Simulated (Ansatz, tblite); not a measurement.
# C₄₆H₃₀S₁₂Si₂: spin states and exact exchange

Aim: set other spin states of C₄₆H₃₀S₁₂Si₂ against its singlet, on many levels of theory.

Program: Ansatz 0.2.0, Gaussian basis. Level of theory: as each input shows. These are calculated values, not measurements.

Levels to be run: triplet, at the geometry of the singlet (GFN1-xTB, GFN2-xTB, PBE0-D4/def2-SVP, PBE-D4/def2-SVP); the singlet's energies come from earlier runs.

1 further run of the same task is left out (set aside as unsound or not needed).

### Step 1. The geometry

The singlet was relaxed beforehand with r2SCAN-D4/def2-SVP.

90 atoms, charge 0, spin multiplicity 1.

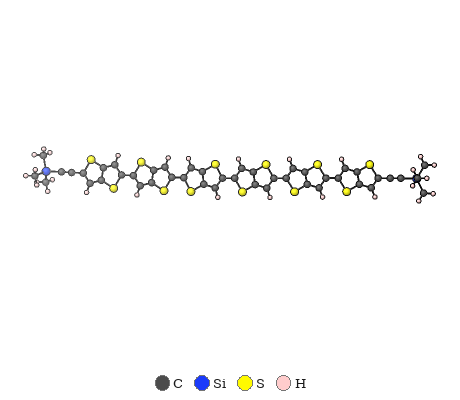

The structure; carbon dark grey, silicon blue, sulfur yellow, hydrogen pink.

### Step 2. Triplet at the fixed geometry, GFN1-xTB

Tight binding, by tblite at 300 K electronic temperature and without a spin-polarisation term:

```python
tblite.interface.Calculator('GFN1-xTB', numbers, positions, charge=0, uhf=2).singlepoint()
```

Energy -4390.7274 eV; 1.5 s.

### Step 3. Triplet at the fixed geometry, GFN2-xTB

Tight binding, by tblite at 300 K electronic temperature and without a spin-polarisation term:

```python
tblite.interface.Calculator('GFN2-xTB', numbers, positions, charge=0, uhf=2).singlepoint()
```

Energy -4245.8660 eV; 1.7 s.

### Step 4. Triplet at the fixed geometry, PBE0-D4/def2-SVP

in.yaml

```yaml
crystal:
  periodic: [false, false, false]
  atoms:
    - {symbol: C, position_ang: [22.303412, 0.656882, -2.794941]}
    - {symbol: Si, position_ang: [21.868360, 0.064583, -1.065337]}
    - {symbol: C, position_ang: [22.500387, 1.270864, 0.229121]}
    - {symbol: C, position_ang: [22.570043, -1.651922, -0.760272]}
    - {symbol: C, position_ang: [20.029787, -0.016964, -0.942056]}
    - {symbol: C, position_ang: [18.800773, -0.066370, -0.888340]}
    - {symbol: C, position_ang: [17.400975, -0.123556, -0.821295]}
    - {symbol: C, position_ang: [16.491183, -0.111787, -1.875959]}
    - {symbol: C, position_ang: [15.162582, -0.183839, -1.412802]}
    - {symbol: S, position_ang: [13.603256, -0.210342, -2.173223]}
    - {symbol: C, position_ang: [12.795444, -0.311682, -0.609182]}
    - {symbol: C, position_ang: [11.361124, -0.366930, -0.553851]}
    - {symbol: C, position_ang: [10.458301, -0.377400, -1.612959]}
    - {symbol: C, position_ang: [9.124514, -0.429661, -1.160565]}
    - {symbol: S, position_ang: [7.570367, -0.457856, -1.930042]}
    - {symbol: C, position_ang: [6.750678, -0.513824, -0.369318]}
    - {symbol: C, position_ang: [5.316412, -0.539707, -0.318624]}
    - {symbol: C, position_ang: [4.415051, -0.636564, -1.375320]}
    - {symbol: C, position_ang: [3.079552, -0.605971, -0.925649]}
    - {symbol: S, position_ang: [1.525060, -0.664778, -1.693998]}
    - {symbol: C, position_ang: [0.703118, -0.534855, -0.138699]}
    - {symbol: C, position_ang: [-0.730719, -0.504041, -0.086376]}
    - {symbol: C, position_ang: [-1.641755, -0.672352, -1.125528]}
    - {symbol: C, position_ang: [-2.972467, -0.549886, -0.676626]}
    - {symbol: S, position_ang: [-4.534023, -0.635825, -1.426357]}
    - {symbol: C, position_ang: [-5.340321, -0.317809, 0.108877]}
    - {symbol: C, position_ang: [-6.773144, -0.238351, 0.188507]}
    - {symbol: C, position_ang: [-7.544839, -0.021071, 1.328126]}
    - {symbol: C, position_ang: [-8.920194, 0.008218, 1.027413]}
    - {symbol: S, position_ang: [-10.370654, 0.233898, 1.951937]}
    - {symbol: C, position_ang: [-11.369180, 0.065724, 0.507392]}
    - {symbol: C, position_ang: [-12.797947, 0.166589, 0.614289]}
    - {symbol: C, position_ang: [-13.562988, 0.392027, 1.753922]}
    - {symbol: C, position_ang: [-14.942952, 0.428913, 1.459220]}
    - {symbol: S, position_ang: [-16.385913, 0.663106, 2.386756]}
    - {symbol: C, position_ang: [-17.388866, 0.495536, 0.940657]}
    - {symbol: C, position_ang: [-18.784161, 0.596766, 1.041043]}
    - {symbol: C, position_ang: [-20.007917, 0.685609, 1.142803]}
    - {symbol: Si, position_ang: [-21.843898, 0.824659, 1.252458]}
    - {symbol: C, position_ang: [-22.588281, -0.888772, 1.046603]}
    - {symbol: C, position_ang: [-22.429724, 1.963093, -0.123369]}
    - {symbol: C, position_ang: [-22.281096, 1.536269, 2.935224]}
    - {symbol: C, position_ang: [-16.623146, 0.269080, -0.200714]}
    - {symbol: C, position_ang: [-15.246901, 0.232642, 0.099379]}
    - {symbol: S, position_ang: [-13.798502, -0.001532, -0.827679]}
    - {symbol: C, position_ang: [-10.600241, -0.156089, -0.631138]}
    - {symbol: C, position_ang: [-9.222936, -0.186822, -0.332028]}
    - {symbol: S, position_ang: [-7.771256, -0.407814, -1.254556]}
    - {symbol: C, position_ang: [-4.426920, -0.160044, 1.149142]}
    - {symbol: C, position_ang: [-3.099034, -0.291812, 0.700187]}
    - {symbol: S, position_ang: [-1.538623, -0.195250, 1.451795]}
    - {symbol: C, position_ang: [1.605368, -0.452772, 0.918556]}
    - {symbol: C, position_ang: [2.940177, -0.491023, 0.468786]}
    - {symbol: S, position_ang: [4.493544, -0.416043, 1.236640]}
    - {symbol: C, position_ang: [7.653435, -0.509840, 0.690536]}
    - {symbol: C, position_ang: [8.987664, -0.460495, 0.238302]}
    - {symbol: S, position_ang: [10.542337, -0.424138, 1.006997]}
    - {symbol: C, position_ang: [13.703268, -0.322940, 0.444587]}
    - {symbol: C, position_ang: [15.037069, -0.250599, -0.012880]}
    - {symbol: S, position_ang: [16.592437, -0.224030, 0.747619]}
    - {symbol: H, position_ang: [21.912731, -0.032337, -3.560667]}
    - {symbol: H, position_ang: [21.879944, 1.654756, -2.991754]}
    - {symbol: H, position_ang: [23.397053, 0.720371, -2.922146]}
    - {symbol: H, position_ang: [23.599806, 1.346933, 0.186418]}
    - {symbol: H, position_ang: [22.083242, 2.278304, 0.071790]}
    - {symbol: H, position_ang: [22.222732, 0.946337, 1.244775]}
    - {symbol: H, position_ang: [22.296668, -2.021318, 0.241083]}
    - {symbol: H, position_ang: [23.670760, -1.641494, -0.829494]}
    - {symbol: H, position_ang: [22.189662, -2.374068, -1.500295]}
    - {symbol: H, position_ang: [16.806302, -0.053140, -2.918006]}
    - {symbol: H, position_ang: [10.768211, -0.347267, -2.659052]}
    - {symbol: H, position_ang: [4.727844, -0.725545, -2.417221]}
    - {symbol: H, position_ang: [-1.339240, -0.875720, -2.154355]}
    - {symbol: H, position_ang: [-7.117713, 0.107828, 2.322957]}
    - {symbol: H, position_ang: [-13.127969, 0.522860, 2.746387]}
    - {symbol: H, position_ang: [-22.235964, -1.572730, 1.835198]}
    - {symbol: H, position_ang: [-23.689058, -0.845507, 1.100342]}
    - {symbol: H, position_ang: [-22.313143, -1.327167, 0.073940]}
    - {symbol: H, position_ang: [-22.149451, 1.567076, -1.112636]}
    - {symbol: H, position_ang: [-21.986382, 2.966800, -0.024677]}
    - {symbol: H, position_ang: [-23.527046, 2.071440, -0.100048]}
    - {symbol: H, position_ang: [-23.374115, 1.636098, 3.042733]}
    - {symbol: H, position_ang: [-21.833714, 2.533341, 3.074706]}
    - {symbol: H, position_ang: [-21.918676, 0.887284, 3.748468]}
    - {symbol: H, position_ang: [-17.069513, 0.140705, -1.187063]}
    - {symbol: H, position_ang: [-11.032593, -0.285840, -1.624898]}
    - {symbol: H, position_ang: [-4.723080, 0.048149, 2.177581]}
    - {symbol: H, position_ang: [1.293548, -0.370390, 1.961253]}
    - {symbol: H, position_ang: [7.342765, -0.544624, 1.736277]}
    - {symbol: H, position_ang: [13.399300, -0.382214, 1.491241]}
basis:
  gaussian: {orbitals: def2-SVP, fitting: {mean_field: def2-universal-jkfit}}
magnetization: {spin_polarized: true, initial_magnetization: 2}
hamiltonian: {xc: pbe0, dispersion: d4}
scf: {omitted_lower_state_checks: [starts]}
output: {orbitals: {seedname: orbitals}}
```

On the command line:

```sh
$ ansatz run in.yaml --threads 11 --pin off --events-out ev --progress --plain --max-ram 174080MiB --backend cuda --devices 0, --max-vram 75GiB
```

The log of the run:

```text
Functional definition: PBE0
  name "PBE0"
  cite "Adamo & Barone, J. Chem. Phys. 110, 6158 (1999) doi:10.1063/1.478522"
  cite "Perdew, Burke & Ernzerhof, Phys. Rev. Lett. 77, 3865 (1996) doi:10.1103/PhysRevLett.77.3865"
  parent pbe
  parameter a = 0.25
  parameter kappa = 0.804
  parameter beta = 0.06672455060314922
  exchange = (1 - a)*pbe_x(kappa = kappa, mu = beta*pi^2/3) + a*exact_x
  correlation = pbe_c(beta = beta)
these checks for a lower state are left out or cut short: starts
5782 factors; integrals over basis functions are off by at most 2.4e-1 eV
mean field evaluation 1: about -193698.0586 eV, gradient 1.2e2 eV
mean field evaluation 2: about -193605.9485 eV, gradient 1.7e2 eV
mean field evaluation 4: about -193770.6399 eV, gradient 3.1e1 eV
mean field evaluation 8: about -193779.7201 eV, gradient 2.8e0 eV
mean field evaluation 16: about -193779.8827 eV, gradient 3.0e-1 eV
mean field evaluation 32: about -193779.8878 eV, gradient 1.8e-5 eV
mean field -193779.88781241 eV, -7121.2795283807 hartree, gradient 4.3e-6 eV, S^2 2.044758; 0 other end points of the search recorded, 0 dependent functions left out
reference -193779.88793322 eV, -7121.2795328202 hartree; 264, 262 occupied and 782, 784 virtual orbitals, 5782 factors
Total energy: -193783.85713150 eV, -7121.4253981666 hartree
Checks for a lower state left out: starts
```

It took 39 s on 1 × H100 with 11 threads of AMD EPYC 7R13, shared host; peak host memory 2 GiB.

HOMO -3.59 eV, LUMO -4.23 eV (over both spins; with the spin held, an empty level of the minority spin lies below the top filled one); ⟨S²⟩ 2.045 (pure: 2.00).

### Step 5. Triplet at the fixed geometry, PBE-D4/def2-SVP

start.molden holds the orbitals of an earlier run on this state, given as this run's starting guess.

in.yaml, as its differences from that of step 4:

```diff
@@ -94,5 +94,5 @@
 basis:
-  gaussian: {orbitals: def2-SVP, fitting: {mean_field: def2-universal-jkfit}}
+  gaussian: {orbitals: def2-SVP, fitting: {mean_field: def2-universal-jkfit}, initial_orbitals: start.molden}
 magnetization: {spin_polarized: true, initial_magnetization: 2}
-hamiltonian: {xc: pbe0, dispersion: d4}
+hamiltonian: {xc: pbe, dispersion: d4}
 scf: {omitted_lower_state_checks: [starts]}
```

The command is unchanged.

The log of the run:

```text
Functional definition: PBE
  name "PBE"
  cite "Perdew, Burke & Ernzerhof, Phys. Rev. Lett. 77, 3865 (1996) doi:10.1103/PhysRevLett.77.3865"
  parent pbe
  parameter kappa = 0.804
  parameter beta = 0.06672455060314922
  exchange = pbe_x(kappa = kappa, mu = beta*pi^2/3)
  correlation = pbe_c(beta = beta)
these checks for a lower state are left out or cut short: starts
5782 factors; integrals over basis functions are off by at most 2.4e-1 eV
mean field evaluation 1: about -193763.9200 eV, gradient 1.5e1 eV
mean field evaluation 2: about -193764.7776 eV, gradient 1.0e0 eV
mean field evaluation 4: about -193764.8387 eV, gradient 3.2e-1 eV
mean field evaluation 8: about -193764.8435 eV, gradient 2.5e-5 eV
mean field evaluation 16: about -193764.8435 eV, gradient 7.8e-6 eV
mean field -193764.84348959 eV, -7120.7266597145 hartree, gradient 7.8e-6 eV, S^2 2.003626; 0 other end points of the search recorded, 0 dependent functions left out
reference -193764.84364352 eV, -7120.7266653711 hartree; 264, 262 occupied and 782, 784 virtual orbitals, 5782 factors
Total energy: -193769.42443046 eV, -7120.8950061863 hartree
Checks for a lower state left out: starts
```

Wall time 15 s (1 × H100 with 11 threads of AMD EPYC 7R13, shared host); peak host memory 2 GiB.

Report: HOMO -3.16 eV, LUMO -4.37 eV (over both spins; with the spin held, an empty level of the minority spin lies below the top filled one); ⟨S²⟩ 2.004 (pure: 2.00).

### Step 6. Triplet less singlet, vertical

The singlet's energies are those of its earlier runs, whose logs aren't repeated here.

```tsv
level	triplet less singlet, vertical (kcal/mol)	time
GFN1-xTB	+30.5	2.7 s
GFN2-xTB	+30.2	2.9 s
PBE-D4/def2-SVP	+29.6	22 s
PBE0-D4/def2-SVP	+37.7	54 s
```

Times add the two runs; a level without a time comes out of a correlated run. Tight binding without a spin term can't rank spin states.

### Step 7. Summary of results

| quantity | value |
| --- | --- |
| triplet less singlet, vertical, functionals in def2-SVP | +29.6 (PBE-D4) to +37.7 kcal/mol (PBE0-D4) |

In words: All functionals put the triplet above the singlet, over a spread of 8.2 kcal/mol. The checks for a lower triplet were left out, so another state of that spin may lie lower. These are electronic energies, without zero-point motion, entropy or surroundings.
